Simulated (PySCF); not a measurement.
# [Hf(CH3)2]2+: a change of charge

Aim: at the relaxed geometry of [Hf(CH3)2]2+, try a change of charge. It is a constructed species; whether it can be made isn't addressed.

Computed with PySCF 2.14.0. Level: PBE0, Hf def2-SVP with ECP60, C def2-SVP, H def2-SVP; scalar-relativistic core potentials, no spin–orbit coupling.

1 further run of the same task is left out (for a known fault of the program).

## (1) Where the work starts

9 atoms, charge 2, spin multiplicity 1.

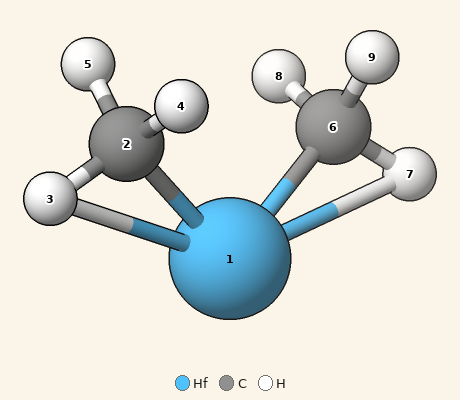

The geometry (hafnium blue, carbon grey, hydrogen white); atoms are numbered from 1 in the order of the file.

Geometry (Å):

```xyz
9
charge 2, multiplicity 1
Hf    0.0000    0.0000   -0.1972
C     1.5600    0.0149    1.1581
H     2.5005   -0.1992    0.5966
H     1.6673    1.0133    1.6449
H     1.4508   -0.7269    1.9799
C    -1.5600   -0.0149    1.1581
H    -2.5005    0.1992    0.5966
H    -1.6673   -1.0133    1.6449
H    -1.4508    0.7269    1.9799
```

Formal oxidation states: Hf +4. An earlier session relaxed this geometry at PBE0, Hf def2-SVP with ECP60, C def2-SVP, H def2-SVP (singlet, point group C2).

Its energy there is -126.864354 Eh.

## (2) One electron removed, multiplicity 2

Contents of run.py (the lines that set the calculation):

```python
mol = gto.M(atom='''
Hf     0.00000     0.00000    -0.19723
C      1.56001     0.01493     1.15814
H      2.50046    -0.19916     0.59655
H      1.66726     1.01328     1.64491
H      1.45079    -0.72688     1.97988
C     -1.56001    -0.01493     1.15814
H     -2.50046     0.19916     0.59655
H     -1.66726    -1.01328     1.64491
H     -1.45079     0.72688     1.97988''',
    basis={'Hf': 'def2-SVP', 'C': 'def2-SVP', 'H': 'def2-SVP'},
    ecp={'Hf': 'def2-SVP'},
    charge=3, spin=1)
mf = dft.UKS(mol, xc='PBE0')
mf.grids.atom_grid = (50, 194)
mf = mf.density_fit()  # fitting sets: Hf def2-universal-JKFIT, C def2-universal-JKFIT, H def2-universal-JKFIT
mf.conv_tol = 1e-08; mf.max_cycle = 55
mf.kernel(dm0)  # dm0: the density of the relaxed state
```

The run is started by

```console
> OMP_NUM_THREADS=2 python run.py
```

Log:

```text
init E= -126.873211601955
cycle= 1 E= -126.027492873202  delta_E= 0.846  |g|= 0.224  |ddm|= 0.667
  HOMO = -1.00541039837  LUMO = -0.95686340319  gap/eV = 1.32103
cycle= 2 E= -126.038053933756  delta_E= -0.0106  |g|= 0.209  |ddm|= 0.522
  HOMO = -0.950959889443  LUMO = -0.895542421676  gap/eV = 1.50799
cycle= 3 E= -126.062245966768  delta_E= -0.0242  |g|= 0.0119  |ddm|= 0.215
  HOMO = -0.946001387489  LUMO = -0.889025528679  gap/eV = 1.55039
cycle= 4 E= -126.062359198399  delta_E= -0.000113  |g|= 0.00497  |ddm|= 0.0272
  HOMO = -0.94559803564  LUMO = -0.888156727075  gap/eV = 1.56306
cycle= 5 E= -126.062379580904  delta_E= -2.04e-05  |g|= 0.00344  |ddm|= 0.0127
  HOMO = -0.945472022121  LUMO = -0.888060989486  gap/eV = 1.56223
cycle= 6 E= -126.062389778315  delta_E= -1.02e-05  |g|= 0.00166  |ddm|= 0.00778
  HOMO = -0.945433205132  LUMO = -0.887881354866  gap/eV = 1.56607
cycle= 7 E= -126.062393422951  delta_E= -3.64e-06  |g|= 0.000368  |ddm|= 0.00511
  HOMO = -0.945431519338  LUMO = -0.887859515151  gap/eV = 1.56661
cycle= 8 E= -126.062393825085  delta_E= -4.02e-07  |g|= 9.45e-05  |ddm|= 0.0021
  HOMO = -0.945428290674  LUMO = -0.887853746059  gap/eV = 1.56668
cycle= 9 E= -126.062393859699  delta_E= -3.46e-08  |g|= 2.94e-05  |ddm|= 0.00066
  HOMO = -0.945427086655  LUMO = -0.887850785367  gap/eV = 1.56673
cycle= 10 E= -126.062393862466  delta_E= -2.77e-09  |g|= 8.62e-06  |ddm|= 0.000173
  HOMO = -0.945427222062  LUMO = -0.887850917644  gap/eV = 1.56673
Extra cycle  E= -126.062393862751  delta_E= -2.86e-10  |g|= 5.14e-06  |ddm|= 4.04e-05
converged SCF energy = -126.062393862751  <S^2> = 0.75809254  2S+1 = 2.0080762
```

Wall time 1.3 s (2 threads of AMD EPYC 9R45 (Zen 5), shared host).

Result: E = -126.062394 Eh (+21.822 eV from the relaxed state), HOMO -25.73 eV, LUMO -24.16 eV (over both spins), ⟨S²⟩ = 0.758, Mulliken charge on Hf1 +1.93 e. 

## (3) One electron added, multiplicity 2

run.py (the lines that set the calculation): that of step 2 with these lines changed.

```diff
@@ -12,3 +12,3 @@
     ecp={'Hf': 'def2-SVP'},
-    charge=3, spin=1)
+    charge=1, spin=1)
 mf = dft.UKS(mol, xc='PBE0')
```

The run is started by

```console
> OMP_NUM_THREADS=2 python run.py
```

Log:

```text
init E= -126.87203191154
  HOMO = -0.54244884453  LUMO = -0.535712400016  gap/eV = 0.18331
cycle= 1 E= -127.289732277609  delta_E= -0.418  |g|= 0.231  |ddm|= 1.24
  HOMO = -0.312674099795  LUMO = -0.205448272333  gap/eV = 2.91776
cycle= 2 E= -127.291065886188  delta_E= -0.00133  |g|= 0.243  |ddm|= 0.994
  HOMO = -0.384270028491  LUMO = -0.259243880799  gap/eV = 3.40213
cycle= 3 E= -127.332897285682  delta_E= -0.0418  |g|= 0.0393  |ddm|= 0.512
  HOMO = -0.390178940956  LUMO = -0.262882912096  gap/eV = 3.46390
cycle= 4 E= -127.333558452079  delta_E= -0.000661  |g|= 0.0184  |ddm|= 0.0554
  HOMO = -0.392285622648  LUMO = -0.26362887428  gap/eV = 3.50093
cycle= 5 E= -127.333756152705  delta_E= -0.000198  |g|= 0.00214  |ddm|= 0.0319
  HOMO = -0.392371187673  LUMO = -0.263437313359  gap/eV = 3.50847
cycle= 6 E= -127.333762546868  delta_E= -6.39e-06  |g|= 0.000676  |ddm|= 0.00757
  HOMO = -0.392441520602  LUMO = -0.263412328609  gap/eV = 3.51106
cycle= 7 E= -127.333765188001  delta_E= -2.64e-06  |g|= 0.000345  |ddm|= 0.0069
  HOMO = -0.392460389604  LUMO = -0.263394344672  gap/eV = 3.51207
cycle= 8 E= -127.333765844766  delta_E= -6.57e-07  |g|= 0.000127  |ddm|= 0.00349
  HOMO = -0.392484631054  LUMO = -0.2634173995  gap/eV = 3.51210
cycle= 9 E= -127.33376597805  delta_E= -1.33e-07  |g|= 4.07e-05  |ddm|= 0.00188
  HOMO = -0.392490182903  LUMO = -0.263424112808  gap/eV = 3.51207
cycle= 10 E= -127.333765988999  delta_E= -1.09e-08  |g|= 1.66e-05  |ddm|= 0.000475
  HOMO = -0.392491945457  LUMO = -0.263425834909  gap/eV = 3.51207
cycle= 11 E= -127.333765990906  delta_E= -1.91e-09  |g|= 5.26e-06  |ddm|= 0.000221
  HOMO = -0.392492863902  LUMO = -0.263426556126  gap/eV = 3.51207
Extra cycle  E= -127.333765991026  delta_E= -1.2e-10  |g|= 3.44e-06  |ddm|= 3.51e-05
converged SCF energy = -127.333765991026  <S^2> = 0.7513284  2S+1 = 2.001328
```

Wall time 1.4 s (2 threads of AMD EPYC 9R45 (Zen 5), shared host).

Read off: E = -127.333766 Eh (-12.773 eV from the relaxed state), HOMO -10.68 eV, LUMO -7.17 eV (over both spins), ⟨S²⟩ = 0.751, Mulliken charge on Hf1 +1.03 e. 

## (4) Results

| state | energy from the relaxed state (eV) | ⟨S²⟩ | time |
| --- | --- | --- | --- |
| charge +2, singlet, vacuum (relaxed) | 0 | 0.00 |  |
| charge +1, doublet, vacuum | -12.77 | 0.75 | 1.4 s |
| charge +3, doublet, vacuum | 21.82 | 0.76 | 1.3 s |

An electron taken off or put on is at rest in vacuum. 

Removing an electron vertically costs 21.82 eV (doublet), against −HOMO = 19.47 eV. Adding an electron vertically releases 12.77 eV (doublet). These are double-zeta-type bases without diffuse functions. Spin–orbit coupling is left out.
